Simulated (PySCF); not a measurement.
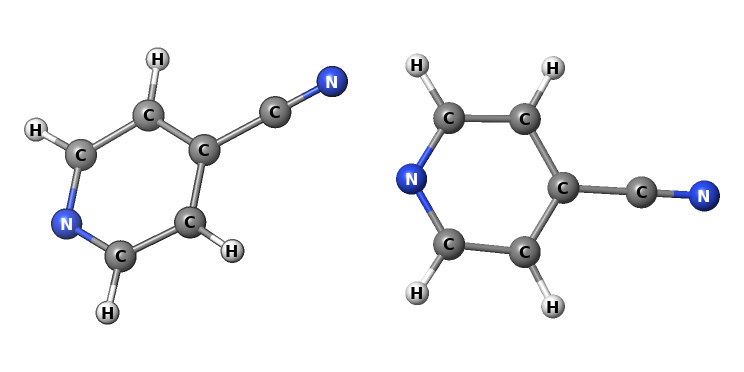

The same structure drawn twice, from different directions.

Description:

It has 12 atoms: 6 carbon, 4 hydrogen and 2 nitrogen (C6H4N2). As SMILES it reads `N#Cc1ccncc1`. Independent rings (smallest set): 1 of 6 members, 1 of them aromatic. Among its groups: nitrile. The point group is C2v. All atoms lie on one plane. Coordination: 1 C linear; 5 C trigonal planar; 1 N bent.

More results for the same structure follow; atom numbers are the same in all pictures, views and colours differ. Computed geometry: PBE0-D3(BJ)/def2-TZVP optimisation. No frequency run is at hand to confirm it as a minimum.

Geometry

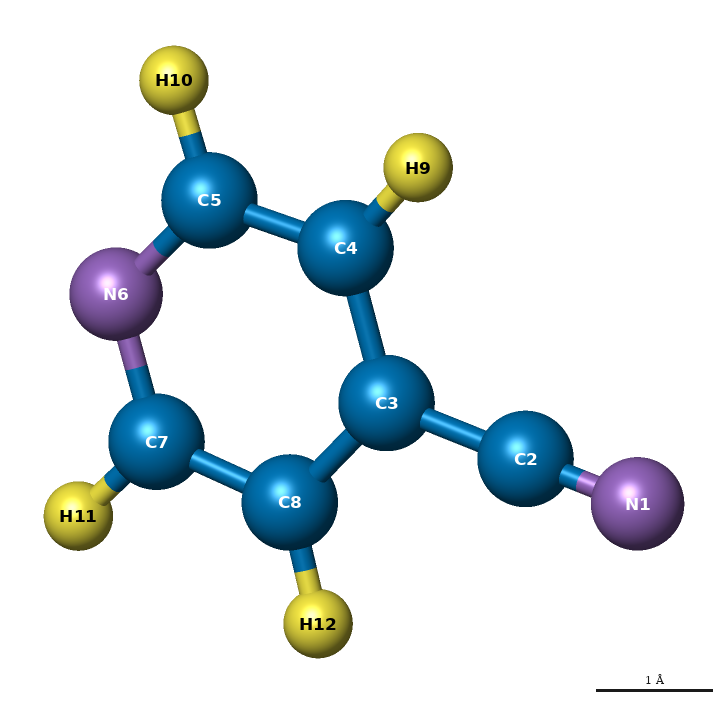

Atoms carry their numbers in the input. No frequency run is at hand to confirm it as a minimum.

Give these bond angles: N1–C2–C3, C2–C3–C4, C4–C3–C8, C5–N6–C7, C4–C5–N6, N6–C5–H10, C4–C5–H10, C3–C4–C5, C3–C4–H9, C5–C4–H9.

```json
{"angle": "N1–C2–C3", "degrees": "179.9"}
{"angle": "C2–C3–C4", "degrees": "120.6"}
{"angle": "C4–C3–C8", "degrees": "118.9"}
{"angle": "C5–N6–C7", "degrees": "117.7"}
{"angle": "C4–C5–N6", "degrees": "123.7"}
{"angle": "N6–C5–H10", "degrees": "116.3"}
{"angle": "C4–C5–H10", "degrees": "120.0"}
{"angle": "C3–C4–C5", "degrees": "118.0"}
{"angle": "C3–C4–H9", "degrees": "120.8"}
{"angle": "C5–C4–H9", "degrees": "121.2"}
```

Ring current

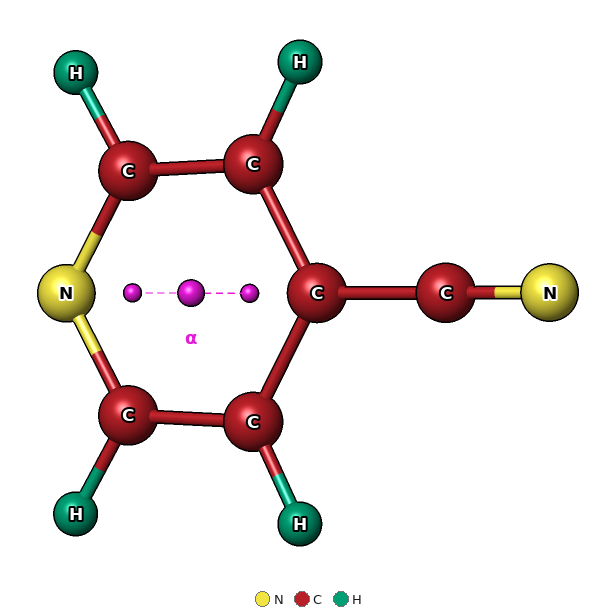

The small points mark where nucleus-independent chemical shifts (NICS) were computed: at the centre of each lettered ring and 1 Å above and below it. No frequency run is at hand to confirm it as a minimum. Method: GIAO WP04/pcSseg-2 NMR shielding, non-relativistic, IEF-PCM chloroform (PySCF 2.14.0).

Give NICS(0), NICS(1) and the out-of-plane component NICS(1)zz for each ring (means of the two sides).

```csv
ring,members,NICS(0),NICS(1),NICS(1)zz
α,C5N,−7.8,−10.1,−27.5
```

Values in ppm.

> What do the values say about the ring currents?

Ring α: diatropic, as in an aromatic ring. NICS is one index among several.

Dipole moment

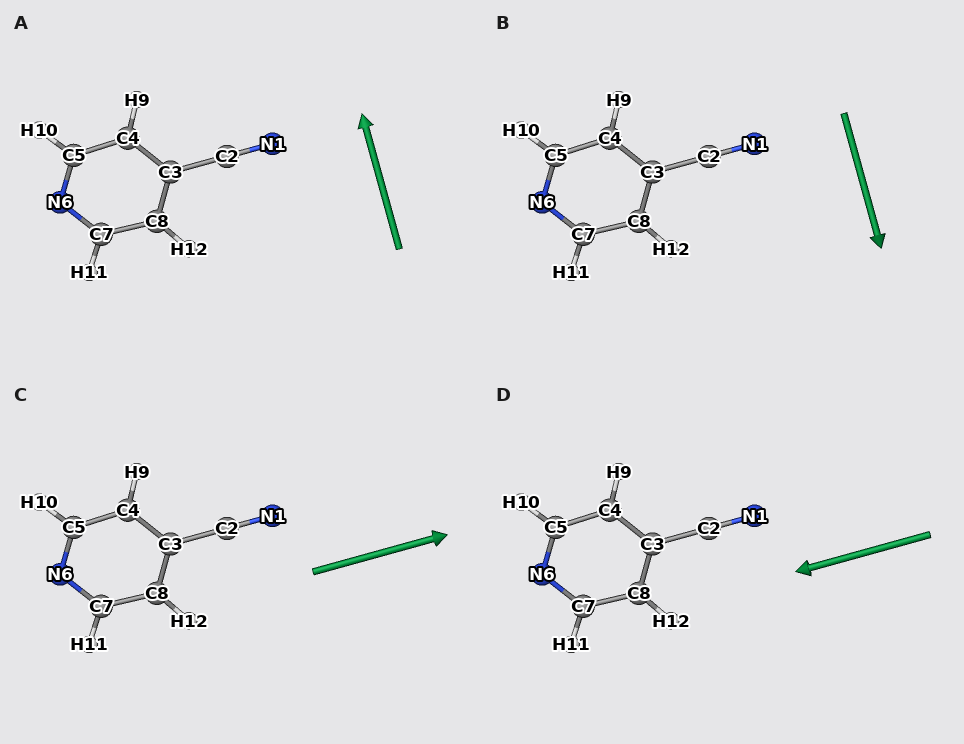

The same molecule four times, each with an arrow. No frequency run is at hand to confirm it as a minimum. Properties computed with WP04/pcSseg-2 in chloroform (IEF-PCM) (PySCF 2.14.0).

> Which arrow points along the dipole moment, from the negative to the positive end?

D. The dipole moment is 2.46 D; it points from the side of N1 to the side of N6, H10, H11 (the outermost atoms at the two ends).

NMR shielding

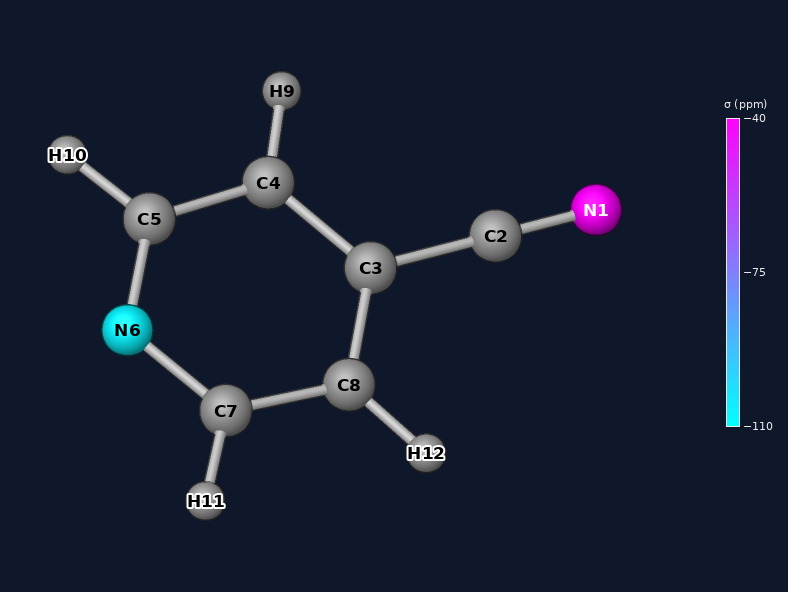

Atoms are coloured by their isotropic NMR shieldings (N only, the others grey). No frequency run is at hand to confirm it as a minimum. Level of theory: GIAO ωB97X-D/pcSseg-2 NMR shielding, non-relativistic, IEF-PCM chloroform (PySCF 2.14.0).

List the isotropic NMR shieldings of the N atoms.

| atom | σ (ppm) |
| --- | --- |
| N1 | −40.3 |
| N6 | −107.0 |
